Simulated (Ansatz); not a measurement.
# Calculations on BH₃OCl₂

**1. Relaxation**

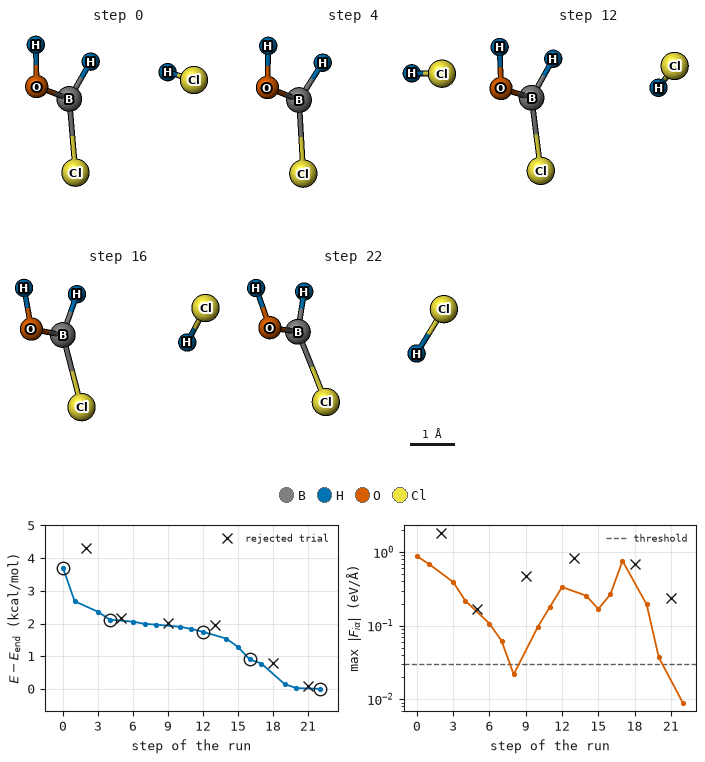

Frames of a relaxation of BH$_{3}$OCl$_{2}$, marked on the history of the run. The picture is a ball-and-stick view, seen from a free direction.

The run prepares an end point of a later path (reaction) calculation, from a guessed geometry.

All numbers below come from Ansatz, RKS PBE/def2-SVP. Set-up: no spin polarisation; force threshold 0.03 eV/Å; at most 50 steps.

What happens along the run?

The atom that moves furthest after the best rigid fit is an H atom (1.05 Å). By element the largest moves are H 1.05 Å, Cl 0.51 Å, B 0.24 Å, O 0.06 Å. Near-neighbour distances that change, for instance: Cl–H 1.337 → 1.304 Å, B–Cl 1.764 → 1.783 Å, B–H 1.203 → 1.212 Å. The energy falls by 3.70 kcal/mol in 16 accepted moves (22 points after the start). Largest force component: 0.88 eV/Å at the start, 0.0089 eV/Å at the end. The line search rejected the trial steps at points 2, 5, 9, 13, 18, 21 of the run. The forces were under the threshold at step 8, but the run went on from there. From step 0 to 4: a Cl atom moves most (0.33 Å), energy −1.58 kcal/mol. From step 4 to 12: an H atom moves most (0.43 Å), energy −0.37 kcal/mol. From step 12 to 16: an H atom moves most (0.30 Å), energy −0.84 kcal/mol. From step 16 to 22: an H atom moves most (0.36 Å), energy −0.90 kcal/mol.

```
step  E − E(0), kcal/mol  largest force component, eV/Å      note
   0                0.00                         0.8802          
   1               -1.02                         0.6885          
   2                0.62                         1.7954  rejected
   3               -1.35                         0.3915          
   4               -1.58                         0.2178          
   5               -1.54                         0.1694  rejected
   6               -1.65                         0.1068          
   7               -1.71                         0.0621          
   8               -1.74                         0.0218          
   9               -1.70                         0.4781  rejected
  10               -1.80                         0.0965          
  11               -1.87                         0.1801          
  12               -1.96                         0.3355          
  13               -1.74                         0.8360  rejected
  14               -2.17                         0.2556          
  15               -2.42                         0.1685          
  16               -2.80                         0.2674          
  17               -2.93                         0.7595          
  18               -2.90                         0.6963  rejected
  19               -3.56                         0.1945          
  20               -3.68                         0.0371          
  21               -3.62                         0.2360  rejected
  22               -3.70                         0.0089
```

**2. Relaxation**

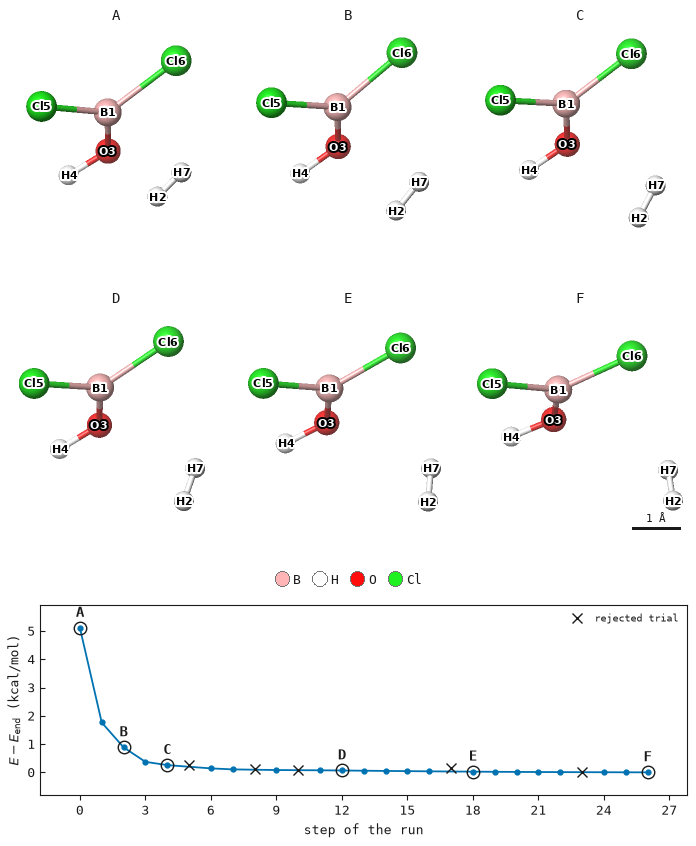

Frames of a relaxation of BH₃OCl₂, marked on the history of the run. The picture is a ball-and-stick view, seen from a free direction.

The run prepares an end point of a later path (reaction) calculation, from a guessed geometry.

Method: Ansatz 0.2.0, RKS PBE/def2-SVP.

Input file:
```yaml
crystal:
  periodic: [false, false, false]
  atoms:
    - { symbol: B, position_ang: [0.001184, 0.564, -0.395851] }
    - { symbol: H, position_ang: [-0.002709, -0.225703, 1.867693] }
    - { symbol: O, position_ang: [1.230864, 0.029191, -0.522006] }
    - { symbol: H, position_ang: [1.211084, -0.881002, -0.880053] }
    - { symbol: Cl, position_ang: [-1.466734, -0.308964, -0.85299] }
    - { symbol: Cl, position_ang: [-0.131385, 2.293527, 0.17006] }
    - { symbol: H, position_ang: [-0.096903, 0.478052, 1.997947] }
basis:
  gaussian: { orbitals: def2-SVP }
hamiltonian:
  xc: pbe
relax:
  f_tol: 0.03
  max_steps: 50
```

Command:
```bash
ansatz run input.yaml --threads 1 --pin off --max-ram 2048MiB --backend cpu --events-out ev --progress --plain --runs-dir out
```

What happens along the run?

Answer. The atom that moves furthest after the best rigid fit is H2 (1.57 Å). Largest moves by element: H 1.57 Å, O 0.65 Å, B 0.43 Å, Cl 0.41 Å. Among the contacts that change: B1–Cl6 1.825 → 1.764 Å, H2–H7 0.722 → 0.769 Å, B1–Cl5 1.768 → 1.776 Å, B1–O3 1.347 → 1.351 Å. After 21 accepted moves (26 points after the start) the energy has fallen by 5.11 kcal/mol. The largest force component goes from 1.9 to 0.014 eV/Å. The line search rejected the trial steps at points 5, 8, 10, 17, 23 of the run. The forces were under the threshold at step 9, but the run went on from there. From step 0 to 2: H2 moves most (0.38 Å), energy −4.23 kcal/mol. From step 2 to 4: H2 moves most (0.34 Å), energy −0.63 kcal/mol. From step 4 to 12: H2 moves most (0.26 Å), energy −0.19 kcal/mol. From step 12 to 18: H2 moves most (0.32 Å), energy −0.04 kcal/mol. From step 18 to 26: H2 moves most (0.34 Å), energy −0.02 kcal/mol.

```json
{"step": "0", "E − E(0), kcal/mol": "0.00", "largest force component, eV/Å": "1.8617", "note": ""}
{"step": "1", "E − E(0), kcal/mol": "-3.35", "largest force component, eV/Å": "0.6352", "note": ""}
{"step": "2", "E − E(0), kcal/mol": "-4.23", "largest force component, eV/Å": "0.4843", "note": ""}
{"step": "3", "E − E(0), kcal/mol": "-4.74", "largest force component, eV/Å": "0.3353", "note": ""}
{"step": "4", "E − E(0), kcal/mol": "-4.85", "largest force component, eV/Å": "0.3602", "note": ""}
{"step": "5", "E − E(0), kcal/mol": "-4.85", "largest force component, eV/Å": "0.5662", "note": "rejected"}
{"step": "6", "E − E(0), kcal/mol": "-4.97", "largest force component, eV/Å": "0.0835", "note": ""}
{"step": "7", "E − E(0), kcal/mol": "-5.01", "largest force component, eV/Å": "0.0454", "note": ""}
{"step": "8", "E − E(0), kcal/mol": "-4.98", "largest force component, eV/Å": "0.3483", "note": "rejected"}
{"step": "9", "E − E(0), kcal/mol": "-5.03", "largest force component, eV/Å": "0.0298", "note": ""}
{"step": "10", "E − E(0), kcal/mol": "-5.01", "largest force component, eV/Å": "0.1413", "note": "rejected"}
{"step": "11", "E − E(0), kcal/mol": "-5.04", "largest force component, eV/Å": "0.0378", "note": ""}
{"step": "12", "E − E(0), kcal/mol": "-5.04", "largest force component, eV/Å": "0.0543", "note": ""}
{"step": "13", "E − E(0), kcal/mol": "-5.05", "largest force component, eV/Å": "0.0727", "note": ""}
{"step": "14", "E − E(0), kcal/mol": "-5.06", "largest force component, eV/Å": "0.0952", "note": ""}
{"step": "15", "E − E(0), kcal/mol": "-5.07", "largest force component, eV/Å": "0.0822", "note": ""}
{"step": "16", "E − E(0), kcal/mol": "-5.07", "largest force component, eV/Å": "0.0848", "note": ""}
{"step": "17", "E − E(0), kcal/mol": "-4.97", "largest force component, eV/Å": "0.3023", "note": "rejected"}
{"step": "18", "E − E(0), kcal/mol": "-5.09", "largest force component, eV/Å": "0.0651", "note": ""}
{"step": "19", "E − E(0), kcal/mol": "-5.09", "largest force component, eV/Å": "0.0577", "note": ""}
{"step": "20", "E − E(0), kcal/mol": "-5.09", "largest force component, eV/Å": "0.0518", "note": ""}
{"step": "21", "E − E(0), kcal/mol": "-5.10", "largest force component, eV/Å": "0.0514", "note": ""}
{"step": "22", "E − E(0), kcal/mol": "-5.10", "largest force component, eV/Å": "0.0606", "note": ""}
{"step": "23", "E − E(0), kcal/mol": "-5.10", "largest force component, eV/Å": "0.0670", "note": "rejected"}
{"step": "24", "E − E(0), kcal/mol": "-5.11", "largest force component, eV/Å": "0.0351", "note": ""}
{"step": "25", "E − E(0), kcal/mol": "-5.11", "largest force component, eV/Å": "0.0257", "note": ""}
{"step": "26", "E − E(0), kcal/mol": "-5.11", "largest force component, eV/Å": "0.0142", "note": ""}
```

Limits of the set-up: the start holds two separate molecules, 2.4 Å apart at their closest, whose relative position is a soft coordinate and is computed without a dispersion correction.

**3. Path**

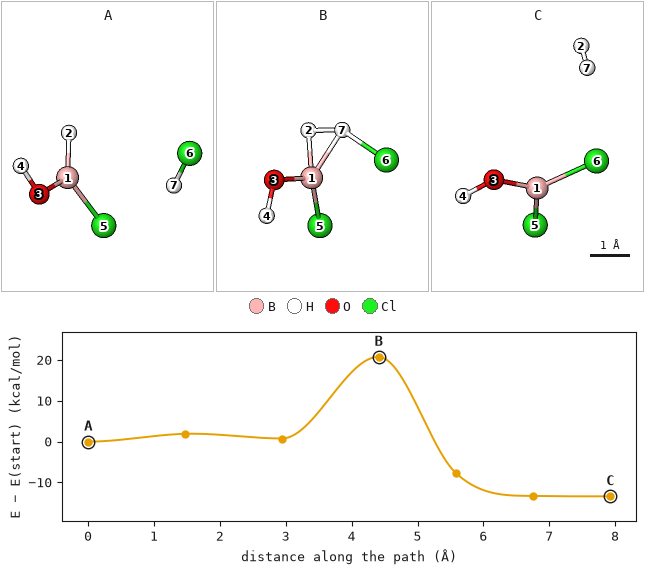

NEB run on BH3OCl2, made up at the start of BH2OCl and HCl. Images are numbered from 0 (start) to 6 (end). Frames A to C are images 0, 3, 6. Style: ball-and-stick. Shown from a free direction.

The calculation used RKS PBE/def2-SVP in Ansatz 0.2.0. Run with 5 movable images; climbing image; force threshold 0.05 eV/Å; iteration limit 60; starting path through a guess of the saddle point.

Describe the mechanism and the energy profile.

Answer. The highest point, image 3, lies 20.8 kcal/mol above the start and 34.2 kcal/mol above the end; the end is at −13.4 kcal/mol relative to the start. The profile has 2 maxima (images 1, 3) with a dip at image 2 (+0.8 kcal/mol), so the process runs in steps. The path has more than one stage, and so few images may leave a stage unresolved. Breaking: B1–H2 (1.21 → 1.34 at the top → 4.23 Å), Cl6–H7 (1.30 → 1.63 at the top → 3.05 Å). Forming: B1–Cl6 (3.48 → 2.14 at the top → 1.76 Å), H2–H7 (3.13 → 1.02 at the top → 0.77 Å). The band converged in 34 iterations. The largest component of the band force went from 19 to 0.042 eV/Å. The climbing image converged on the top of the path. Its vibrational analysis gives one imaginary mode (714i cm⁻¹), as a transition state must have.

Limits of the set-up: the start holds two separate molecules, 2.5 Å apart at their closest, whose relative position is a soft coordinate and is computed without a dispersion correction.
